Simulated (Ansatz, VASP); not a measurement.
**Au: VASP beside Ansatz**

Wanted: the spread between two codes on one cell, functional and k mesh.

Method: plane waves, with VASP 6.6.1 beside it; single point at PBEsol, in Ansatz 0.2.0.

### 1. Starting point

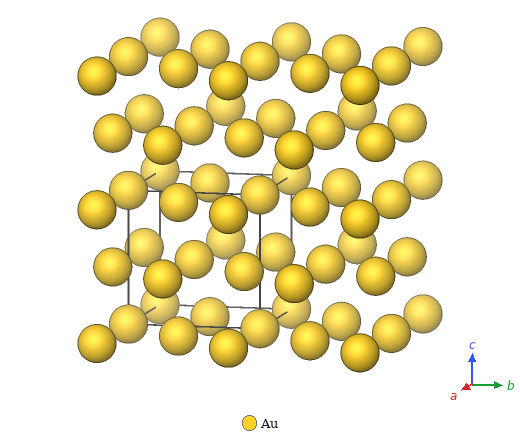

Start, viewed slightly off an axis; gold yellow. 2×2×2 cells are drawn. This picture shows the conventional cell, with its axes. Some periodic images of atoms are drawn too.

### 2. VASP: single point, PBEsol

With cell and atoms fixed, the geometry can't cause a difference; cores, projectors, grids and the points listed under the comparison can.

Lines of VASP's logs that name or quote its potential files are left out, and so is its time.

INCAR reads:

```
SYSTEM = Au
PREC = Accurate
ENCUT = 450
EDIFF = 1E-08
NELM = 100
ISMEAR = -1
SIGMA = 0.1
LREAL = .FALSE.
ALGO = Normal
GGA = PS
NBANDS = 13
LASPH = .TRUE.
LORBIT = 11
LWAVE = .FALSE.
LCHARG = .FALSE.
KPAR = 2
ISIF = 2
```

POSCAR reads:

```
Au
1.0
    0.0000000000      2.0411959244      2.0411959244
    2.0411959244      0.0000000000      2.0411959244
    2.0411959244      2.0411959244      0.0000000000
Au
1
Direct
    0.0000000000      0.0000000000      0.0000000000
```

KPOINTS reads:

```
Automatic mesh
0
Gamma
32 32 32
0 0 0
```

Potentials, in the order of the species: Au (PBE family, release 64).

The run is started by

```console
$ mpirun -np 2 vasp_std
```

Numbers of over 12 decimals in the logs are rounded to 6 here.

Log:

```text
[banner, memory and clock lines left out]
running    2 mpi-ranks, on    1 nodes
 distrk:  each k-point on    1 cores,    2 groups
 distr:  one band on    1 cores,    1 groups

 POSCAR found type information on POSCAR Au
 POSCAR found :  1 types and       1 ions
|                                                                             |
|               ----> ADVICE to this user running VASP <----                  |
|                                                                             |
|     You enforced a specific xc type in the INCAR file but a different       |
|     [... a line on the potential file left out ...]
|     I HOPE YOU KNOW WHAT YOU ARE DOING!                                     |
|                                                                             |

 LDA part: xc-table for (Slater+PW92), standard interpolation
 POSCAR, INCAR and KPOINTS ok, starting setup
 FFT: planning ... GRIDC
 FFT: planning ... GRID_SOFT
 FFT: planning ... GRID
 WAVECAR not read
 entering main loop
       N       E                     dE             d eps       ncg     rms          rms(c)
DAV:   1     0.443886384231E+02    0.44389E+02   -0.50030E+03 24746   0.663E+02
DAV:   2    -0.362246420980E+01   -0.48011E+02   -0.45220E+02 28972   0.168E+02
DAV:   3    -0.426690387650E+01   -0.64444E+00   -0.64381E+00 28577   0.184E+01
DAV:   4    -0.426909423015E+01   -0.21904E-02   -0.21903E-02 28247   0.124E+00
DAV:   5    -0.426910980513E+01   -0.15575E-04   -0.15575E-04 28832   0.968E-02    0.964E+00
DAV:   6    -0.395452916817E+01    0.31458E+00   -0.81271E-01 26477   0.682E+00    0.596E+00
DAV:   7    -0.393173033935E+01    0.22799E-01   -0.70905E-02 28897   0.201E+00    0.288E+00
DAV:   8    -0.392873718505E+01    0.29932E-02   -0.17226E-03 25842   0.359E-01    0.318E-01
DAV:   9    -0.392872196558E+01    0.15219E-04   -0.10525E-05 27737   0.271E-02    0.106E-02
DAV:  10    -0.392872506736E+01   -0.31018E-05   -0.11689E-06 27937   0.770E-03    0.985E-04
DAV:  11    -0.392872518025E+01   -0.11289E-06   -0.73491E-08 28460   0.207E-03    0.456E-04
DAV:  12    -0.392872517213E+01    0.81130E-08   -0.84825E-10 16561   0.258E-04
   1 F= -.39287252E+01 E0= -.39242168E+01  d E =-.901681E-02
```

Parts of OUTCAR (step 2):

```text
ion  position               nearest neighbor table
   1  0.000  0.000  0.000-

  LATTYP: Found a face centered cubic cell.
 ALAT       =     4.0823918488

 Subroutine GETGRP returns: Found 48 space group operations
 (whereof 48 operations were pure point group operations)

The static configuration has the point symmetry O_h .

 Found    897 irreducible k-points:

   k-points           NKPTS =    897   k-points in BZ     NKDIM =    897   number of bands    NBANDS=     13

   dimension x,y,z NGX =    20 NGY =   20 NGZ =   20
   dimension x,y,z NGXF=    40 NGYF=   40 NGZF=   40

   ENCUT  =  450.0 eV  33.07 Ry    5.75 a.u.   4.99  4.99  4.99*2*pi/ulx,y,z

   NELECT =      11.0000    total number of electrons

 k-points in reciprocal lattice and weights: Automatic mesh
   0.00000000  0.00000000  0.00000000       0.000
   0.03125000  0.00000000  0.00000000       0.000
   0.06250000  0.00000000  0.00000000       0.000
   0.09375000  0.00000000  0.00000000       0.000
   0.12500000  0.00000000  0.00000000       0.000
   0.15625000  0.00000000  0.00000000       0.000
   0.18750000  0.00000000  0.00000000       0.000
   0.21875000  0.00000000  0.00000000       0.000
   0.25000000  0.00000000  0.00000000       0.000
[...]
-0.28125000  0.50000000  0.21875000       0.000
  -0.25000000  0.50000000  0.25000000       0.000

 average (electrostatic) potential at core
       1 -64.0569

 E-fermi :   9.3252

 k-point     1 :       0.0000    0.0000    0.0000
  band No.  band energies     occupation
    ...
      2       4.6197      2.00000
      3       4.6197      2.00000
      4       4.6197      2.00000
      5       6.1545      2.00000
      6       6.1545      2.00000
      7      23.8076      0.00000
      8      27.8130      0.00000
      9      27.8130      0.00000
     10      27.8130      0.00000
     11      32.6862      0.00000
    ...

 k-point     2 :       0.0312    0.0000    0.0000
  band No.  band energies     occupation
    ...
      2       4.6079      2.00000
      3       4.6319      2.00000
      4       4.6319      2.00000
      5       6.1487      2.00000
      6       6.1487      2.00000
      7      23.8498      0.00000
      8      27.5639      0.00000
      9      27.8544      0.00000
     10      27.8544      0.00000
     11      32.9193      0.00000
    ...

 k-point     3 :       0.0625    0.0000    0.0000
  band No.  band energies     occupation
    ...
      2       4.5743      2.00000
      3       4.6670      2.00000
      4       4.6670      2.00000
      5       6.1328      2.00000
      6       6.1328      2.00000
      7      23.9698      0.00000
      8      26.9322      0.00000
      9      27.9764      0.00000
     10      27.9764      0.00000
     11      33.4094      0.00000
    ...

  Total       -0.0122073     -0.0122073     -0.0122073      0.0000000      0.0000000     -0.0000000
  in kB       -1.1498594     -1.1498594     -1.1498594      0.0000000      0.0000000     -0.0000000
  external PRESSURE =      -1.1498594 kB  Pullay stress =       0.0000000 kB

  energy-cutoff  :      450.00
  volume of cell :       17.01
      direct lattice vectors                 reciprocal lattice vectors
     0.000000000  2.041195924  2.041195924    -0.244954438  0.244954438  0.244954438
     2.041195924  0.000000000  2.041195924     0.244954438 -0.244954438  0.244954438
     2.041195924  2.041195924  0.000000000     0.244954438  0.244954438 -0.244954438

 POSITION                                       TOTAL-FORCE (eV/Angst)
 -----------------------------------------------------------------------------------
      0.00000      0.00000      0.00000         0.000000      0.000000      0.000000
 -----------------------------------------------------------------------------------
    total drift:                               -0.000000     -0.000000     -0.000000

  FREE ENERGIE OF THE ION-ELECTRON SYSTEM (eV)
  ---------------------------------------------------
  free  energy   TOTEN  =        -3.9287251721 eV

  energy  without entropy=       -3.9197083641  energy(sigma->0) =       -3.92421677

 total charge
# of ion       s       p       d       tot
------------------------------------------
    1        0.536   0.361   8.748   9.645

[... 3 further parts left out ...]
```

The run ends at a pressure of -0.11 GPa.

### 3. Ansatz: single point, PBEsol

Ansatz runs on its default PAW (the set named soft_2) files.

The same cell, functional, mesh and smearing now go to Ansatz, which takes its cutoff from its data sets.

input.yaml reads:

```yaml
crystal:
  lattice:
    - [0.0, 2.0411959244, 2.0411959244]
    - [2.0411959244, 0.0, 2.0411959244]
    - [2.0411959244, 2.0411959244, 0.0]
  atoms:
    - { symbol: Au, position: [0.0, 0.0, 0.0] }
hamiltonian:
  xc: pbesol
  pseudopotentials: { kind: paw }
kpoints:
  mp_grid: { grid: [32, 32, 32] }
scf:
  occupations: { method: fermi_dirac, width: 0.1 }
  n_extra_bands: 4
output:
  forces: true
  stress: true
  eigenvalues: true
  write_density: true
  write_potential: true
  elf: true
  volumetric_format: npy
```

The run is started by

```console
$ ansatz run input.yaml --threads 2 --pin off --max-ram 4608MiB --backend cpu --events-out ev --progress --plain --runs-dir out
```

Log:

```text
scf.n_extra_bands = 4 over 10 filled bands (N_el = 19.0): the run solves 14 bands
Engine: ansatz 0.2.0, aarch64-unknown-linux-gnu
Pseudopotentials: kind: paw
Pseudopotential: Au, paw, valence charge 19, recommended cutoff 420 eV (normal), Au.paw.azcp
Functional definition: PBEsol
  exchange = pbesol_x
  correlation = pbesol_c
Crystal: 1 atoms, lattice volume = 17.009 Å³
Basis set: ecut = 420 eV, 331 PW (Γ), exchange–correlation on 40×40×40 points (8 copies of the dense FFT grid, shifted against one another)
Bands: 14, of which v1, the nominal top of the filled ones, is band 10 counted from 1 (9 counted from 0)
Symmetry: 48 space group operations
Space group: Fm-3m (ITA 225), of the structure as read, at distance tolerance 2.6e-5 Å
k-points: 897 of 32768
Non-local potential: Au, projectors of the file, l = 0: 3, l = 1: 2, l = 2: 2, l = 3: 1
PAW form: soft (Blöchl's): semilocal exchange-correlation on the pseudo side does not see the compensation charge
PAW frozen core: Au, regenerated for the run's functional, and the local potential with it (the file was generated under x = pbe(κ = 0.804, μ = 0.219515), c = pbe(β = 0.066725))
PAW one-centre angular grid: Au, 590 points (default); XC on 64 Gauss nodes
Initial density: superposition of atomic densities (neutral atoms: chi_scale 0, normalization atom), corrected by the library's trained network
Initial wavefunctions: pseudopotential atomic-orbital guess
Functional: x = pbesol(κ = 0.804, μ = 0.123457), c = pbesol(β = 0.046)
SCF iter   1: F=—  HF=-13007.106050 eV  |F-HF|=—  |Δ(HF+E_count)|=         —  Δρ=6.36e-3  dr2=6.39e-3  ethr=1.77e-3  ⟨swp⟩=4.7  Hψ=63089  notcnv=0
preconditioner: auto → none  [metal: Δε(μ)=0.002 eV  Ē_g=15.978 eV  σ=0.100 eV  W_gap=0.00  n_scr=8 (ndim 8)  ℏωp=29.9 eV  f_vac=0.000  D(μ)=0.27/eV (n_scr^D=0)  sad-step TF]
SCF iter   2: F=—  HF=-13007.104561 eV  |F-HF|=—  |Δ(HF+E_count)|=   1.49e-3  Δρ=2.78e-3  dr2=1.14e-3  ethr=3.36e-5  ⟨swp⟩=1.0  Hψ=19740  notcnv=0
SCF iter   3: F=—  HF=-13007.104242 eV  |F-HF|=—  |Δ(HF+E_count)|=   3.19e-4  Δρ=4.11e-4  dr2=1.09e-5  ethr=5.99e-6  ⟨swp⟩=2.1  Hψ=16740  notcnv=0
SCF iter   4: F=—  HF=-13007.104248 eV  |F-HF|=—  |Δ(HF+E_count)|=   5.70e-6  Δρ=4.43e-5  dr2=1.52e-7  ethr=5.75e-8  ⟨swp⟩=2.5  Hψ=19392  notcnv=0
iter 5 did not close the SCF: its close was put off for the readings that it lacked (scf_convergence_deferred on its scf_iter line)
SCF iter   5: F=-13007.104248 eV  HF=-13007.104248 eV  |F-HF|=2.36e-11  |Δ(HF+E_count)|=   1.28e-7  Δρ=2.76e-6  dr2=5.22e-10  ethr=8.02e-10  ⟨swp⟩=2.5  Hψ=20804  notcnv=0
SCF iter   6: F=-13007.104248 eV  HF=-13007.104248 eV  |F-HF|=2.18e-11  |Δ(HF+E_count)|=  2.44e-10  Δρ=4.68e-7  dr2=3.06e-11  ethr=2.75e-12  ⟨swp⟩=4.4  Hψ=59757  notcnv=0
SCF 1 converged in 6 iterations: F = -13007.104248 eV  dr2 = 3.06e-11
  greatest PAW one-centre occupation: 1.001 electrons in one spin orbital (limit 2), on the Au atom at site 0 (counted from 0), in its partial waves of l = 0
SCF converged after 6 iterations
Free energy (F): -13007.104248 eV
Harris-Foulkes:  -13007.104248 eV  (|F-HF|=2.18e-11)
Internal energy: -13007.095226 eV  (E = F + TS)
E sigma→0 (E₀):  -13007.099737 eV
Entropy (-TS):   -0.009022 eV (-9.022 meV/atom)
Fermi energy:    20.521515 eV
--- Per-component energies (eV) ---
  E_band       = -209.507325
  E_kinetic    = 604.661178
  E_local      = -1703.074625  (includes V_loc(G=0)·N_el)
  E_nonlocal   = 77.628247
  E_hartree    = 724.745341
  E_xc         = -226.619987
  E_vxc        = -274.659413  (∫ρ·V_xc dr)
  E_paw        = -9565.702617  (= ΣΔE_a)
  E_vpaw       = -363.555125  (= ΣTr[D̂ρ^β])
  E_aug_tail   = 0.001434  (compensation charges beyond the density's cutoff)
  E_ewald      = -2919.043677
  E_core_change = 0.309479  (= ΣΔE_core)
  E_smearing   = -0.009022  (= −TS)
  E_closure    = 0.000000  (closes the sum)
  Σ components = -13007.104248   (vs F -13007.104248, Δ=0.00e0)
--- Forces (eV/Å), atoms counted from 1 ---
  atom   1  Au    -0.00000000     0.00000000    -0.00000000
  max |Σ_I F_I| component: 6.98e-32 eV/Å
--- Stress (GPa, compression-positive) ---
        0.060120       0.000000       0.000000
        0.000000       0.060120       0.000000
       -0.000000       0.000000       0.060120
  P = ⅓ Tr σ = 0.0601 GPa (0.601 kbar)
--- Band table (eV; the first three rows and the last of 897) ---
  k-point 0: bands = [... 6 lower, 15.8101, 15.8101, 17.3506, 17.3506, 34.9149, 38.9229, 38.9229, 38.9229]
  k-point 1: bands = [... 6 lower, 15.8223, 15.8223, 17.3448, 17.3448, 34.9570, 38.6781, 38.9643, 38.9643]
  k-point 2: bands = [... 6 lower, 15.8576, 15.8576, 17.3289, 17.3289, 35.0768, 38.0558, 39.0865, 39.0865]
  k-point 896: bands = [... 6 lower, 15.3275, 17.1886, 18.8898, 25.2035, 26.7686, 26.7686, 29.9084, 42.9853]
```

It took 11 s on 2 threads of Arm Neoverse N1, shared host; peak memory 0.45 GiB; 21 s of CPU time.

The run ends at a pressure of 0.06 GPa.

### 4. Comparison

Known differences besides the PAW data sets themselves: the data sets hold 19 valence electrons in Ansatz (default PAW (the set named soft_2) files) and 11 in VASP; the cutoff is 420 eV in Ansatz and 450 eV in VASP; Ansatz makes its cores anew for this functional, VASP keeps those of its PBE data sets. Total energies have different zeros and are not compared.

Both answers:

| quantity | Ansatz | VASP | difference |
| --- | --- | --- | --- |
| pressure (GPa) | 0.06 | -0.11 | +0.18 |

Ansatz's pressure holds a Pulay correction of 0.05 GPa; VASP's holds none.

### 5. Results

```
difference in pressure (single point, PBEsol) : 0.18 GPa
```

In words: The difference in pressure is 0.18 GPa (single point, PBEsol), within the 1 GPa picked in this series as the mark of a large difference. 1 further run on this material is not shown. How closely two codes agree says nothing of how well the functional describes the real material.

[Lines on the potential files, build, host, timing and source positions are cut from VASP's logs without a mark.]

[Logs are printed without paths, hosts, clocks, repeated set-up lines and the standing remarks that a program may print on its own settings, such as how far it seeks lower states.]

[Hosts, paths, dates, database ids (printed as entryN), source tags and the programs' standing remarks are cut or masked in the printed files.]
